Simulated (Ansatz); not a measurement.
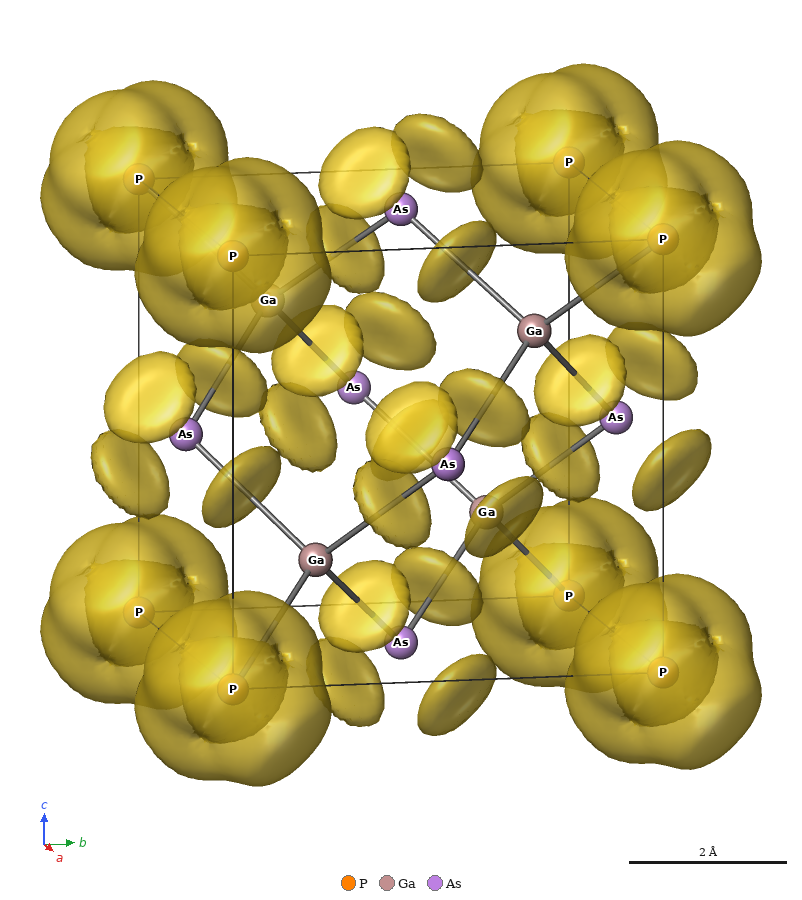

The picture shows: Ga₄As₃P. Isosurface of the electron localisation function at 0.7 (yellow), seen slightly off an axis. Core shells and regions of very low density are left out. Sticks mark near contacts.

Space group P-43m; started from the ordered alloy on zincblende lattice prototype, which need not be the ambient phase; computed pressure about 3 GPa in this cell.

Theory: Ansatz, DFT, PBE with spin-orbit coupling, plane waves, PAW.

In a PAW calculation such maps are meaningful between the atoms, not at the nuclei.

```xyz
8
Lattice="5.6115 0.0000 0.0000 0.0000 5.6115 0.0000 0.0000 0.0000 5.6115" Properties=species:S:1:pos:R:3 pbc="T T T"
P     0.0000    0.0000    0.0000
Ga    4.2330    4.2330    4.2330
As    2.8058    2.8058    0.0000
Ga    1.3785    1.3785    4.2330
As    2.8058    0.0000    2.8058
Ga    1.3785    4.2330    1.3785
As    0.0000    2.8058    2.8058
Ga    4.2330    1.3785    1.3785
```

### What do the ELF domains correspond to?

The surface consists of twelve regions between bonded As–Ga atoms (shared pairs) and one region on P in which the atom's valence shell and bonds are merged, counted in one cell of 8 atoms. Any copies at cell faces, edges or corners count once.

Values along the shortest contacts:
Ga–P (2.39 Å): the ELF peaks at about 0.90 in the valence shell of P, 0.9 Å from its nucleus, and is about 0.75 at the midpoint. Ga–As (2.44 Å): the ELF peaks at about 0.80 between the atoms: a covalent bond.
